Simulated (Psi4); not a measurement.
# CdH2 (SMILES [H][Cd][H]): PBE/def2-QZVPP (core potential, sweep point 6)

What is the energy change on altering one bond length of CdH2 at PBE/def2-QZVPP (core potential, sweep point 6)? 

The results are computed with Psi4 1.11.

### Step 1. The molecule

CdH2 has 3 atoms, charge 0, and is taken as a singlet. SMILES: `[H][Cd][H]`. Geometry: a GFN2-xTB relaxation, a rough one for these elements and not checked as a minimum.

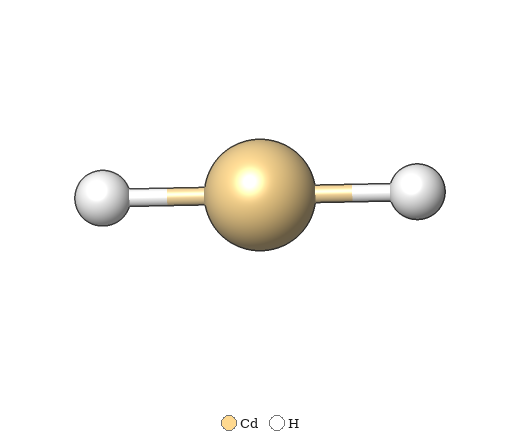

The structure, seen from a chosen angle (cadmium orange, hydrogen white).

### Step 2. A single-point energy at PBE/def2-QZVPP (core potential, sweep point 6)

The input, input.dat:

```
memory 1.6 GB

molecule molecule1 {
  0 1
  Cd     0.000260     0.000150     0.000510
  H     -0.017450    -0.021530     1.657160
  H      0.017190     0.021380    -1.657670
  symmetry c1
}

set {
  reference            rks
  puream               true
  scf_type             pk
  dft_radial_points    99
  dft_spherical_points 590
}

energy('pbe/def2-QZVPP')
print_variables()
```

On the command line:

```
psi4 -i input.dat -o output.dat -n 1
```

output.dat:

```text
[...]
    !!!  WARNING: ECP capability is in beta. Please check occupations closely.  !!!
[...]
  Running in c1 symmetry.
[...]
  Nuclear repulsion =   12.928998111972909
[...]
  Multiplicity = 1
[...]
  Nalpha       = 11
  Nbeta        = 11
[...]
    Number of basis functions: 148
[...]
   @RKS iter   1:  -168.87622768807481   -4.99532e-01   1.89000e-03 ADIIS/DIIS
[...]
   @RKS iter   6:  -168.93271279439972   -7.21130e-07   9.12717e-07 DIIS
[...]
    Orbital Energies [Eh]
    ---------------------
    Doubly Occupied:
       1A     -3.998649     2A     -2.547788     3A     -2.547788
       4A     -2.544723     5A     -0.495027     6A     -0.463082
       7A     -0.463082     8A     -0.461098     9A     -0.461098
      10A     -0.298134    11A     -0.246797
[...]
  @RKS Final Energy:  -168.93271279439972
   => Energetics <=
    Nuclear Repulsion Energy =             12.9289981119729092
    One-Electron Energy =                -323.4190611146606216
    Two-Electron Energy =                 157.6601889886501624
    DFT Exchange-Correlation Energy =     -16.1028387803621946
    Empirical Dispersion Energy =           0.0000000000000000
    VV10 Nonlocal Energy =                  0.0000000000000000
    Total Energy =                       -168.9327127943997198
[...]
 Multipole Moments:
 ------------------------------------------------------------------------------------
     Multipole            Electronic (a.u.)      Nuclear  (a.u.)        Total (a.u.)
 ------------------------------------------------------------------------------------
 L = 1.  Multiply by 2.5417464519 to convert [e a0] to [Debye]
 Dipole X            :         -0.0017166            0.0013761           -0.0003404
 Dipole Y            :          0.0035899           -0.0023383            0.0012516
 Dipole Z            :          0.0000000            0.0000000            0.0000000
 Magnitude           :                                                    0.0012971
[...]
```

It took 25 s on 1 thread of Intel Xeon Platinum 8259CL at 2.50GHz (Skylake/Cascade Lake), shared host; peak memory 1.2 GiB.

### Step 3. The distorted shape at the same level

The input, cdh2.dat:

```
memory 1600 mb

molecule geom {
  0 1
  Cd    -0.003126    -0.004096     0.332163
  H     -0.020836    -0.025776     1.988813
  H      0.017190     0.021380    -1.657670
  units angstrom
  symmetry c1
}

set {
  puream true
  scf_type pk
  dft_radial_points 99
  dft_spherical_points 590
}

energy("pbe/def2-QZVPP")
```

On the command line:

```
psi4 -n 1 cdh2.dat cdh2.out
```

cdh2.out:

```text
[...]
    !!!  WARNING: ECP capability is in beta. Please check occupations closely.  !!!
[...]
  Running in c1 symmetry.
[...]
  Nuclear repulsion =   11.850806784624394
[...]
  Multiplicity = 1
[...]
  Nalpha       = 11
  Nbeta        = 11
[...]
    Number of basis functions: 148
[...]
   @RKS iter   1:  -168.87189180907566   -5.13728e-01   1.76669e-03 ADIIS/DIIS
[...]
   @RKS iter   8:  -168.91883569093494   -6.04691e-08   2.55841e-07 DIIS
[...]
    Orbital Energies [Eh]
    ---------------------
    Doubly Occupied:
       1A     -4.001464     2A     -2.551218     3A     -2.551218
       4A     -2.546608     5A     -0.486115     6A     -0.467239
       7A     -0.467239     8A     -0.463523     9A     -0.463523
      10A     -0.298608    11A     -0.236676
[...]
  @RKS Final Energy:  -168.91883569093494
   => Energetics <=
    Nuclear Repulsion Energy =             11.8508067846243943
    One-Electron Energy =                -321.2496240719661955
    Two-Electron Energy =                 156.5426570169206855
    DFT Exchange-Correlation Energy =     -16.0626754205138340
    Empirical Dispersion Energy =           0.0000000000000000
    VV10 Nonlocal Energy =                  0.0000000000000000
    Total Energy =                       -168.9188356909349409
[...]
 Multipole Moments:
 ------------------------------------------------------------------------------------
     Multipole            Electronic (a.u.)      Nuclear  (a.u.)        Total (a.u.)
 ------------------------------------------------------------------------------------
 L = 1.  Multiply by 2.5417464519 to convert [e a0] to [Debye]
 Dipole X            :          0.0103948           -0.0063788            0.0040160
 Dipole Y            :          0.7953190           -0.5092032            0.2861158
 Dipole Z            :         -0.0000008           -0.0000000           -0.0000008
 Magnitude           :                                                    0.2861440
[...]
```

It took 29 s on 1 thread of Intel Xeon Platinum 8259CL at 2.50GHz (Skylake/Cascade Lake), shared host; peak memory 1.2 GiB.

### Step 4. What came out

Level: PBE/def2-QZVPP (core potential, sweep point 6).

```
                                                          quantity          value
                                         first shape: total energy  -168.93271 Eh
                                        first shape: dipole moment         0.00 D
                                          first shape: HOMO energy       -6.72 eV
                                          first shape: LUMO energy       -1.46 eV
                                        first shape: HOMO–LUMO gap        5.26 eV
                                     distorted shape: total energy  -168.91884 Eh
                                    distorted shape: dipole moment         0.73 D
                                      distorted shape: HOMO energy       -6.44 eV
                                      distorted shape: LUMO energy       -1.52 eV
                                    distorted shape: HOMO–LUMO gap        4.92 eV
energy change with the Cd1–H3 bond stretched from 1.658 to 1.990 Å       0.378 eV
```

What this shows: With the Cd1–H3 bond stretched from 1.658 to 1.990 Å the energy rises by 0.38 eV (36.4 kJ/mol). The first shape isn't relaxed at this level, so the change isn't measured from a minimum.
